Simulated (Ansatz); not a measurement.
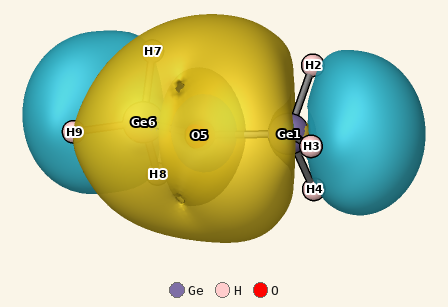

Ge₂H₆O. One frontier orbital at ±0.06 Å⁻³ᐟ² (yellow and cyan are the two phases), seen at a tilt.

Geometry: r2SCAN-D4/def2-SVP.

Theory: Ansatz 0.2.0, RKS PBE0-D4/def2-TZVP.

```tsv
atom	x (Å)	y (Å)	z (Å)
Ge	1.4955	-0.0252	0.5717
H	2.0970	-0.6060	-0.7227
H	2.4056	1.0508	1.1719
H	1.2285	-1.1576	1.5817
O	-0.0353	0.8017	0.1942
Ge	-1.4993	0.1149	-0.5502
H	-1.1680	-0.3738	-1.9731
H	-2.0050	-1.0624	0.3058
H	-2.5190	1.2576	-0.5795
```

Which orbital is it: HOMO or LUMO?

The LUMO, at −0.25 eV. By Hirshfeld shares it lies mainly on Ge1 (about 35 %), Ge6 (about 35 %) and O5 (about 15 %).
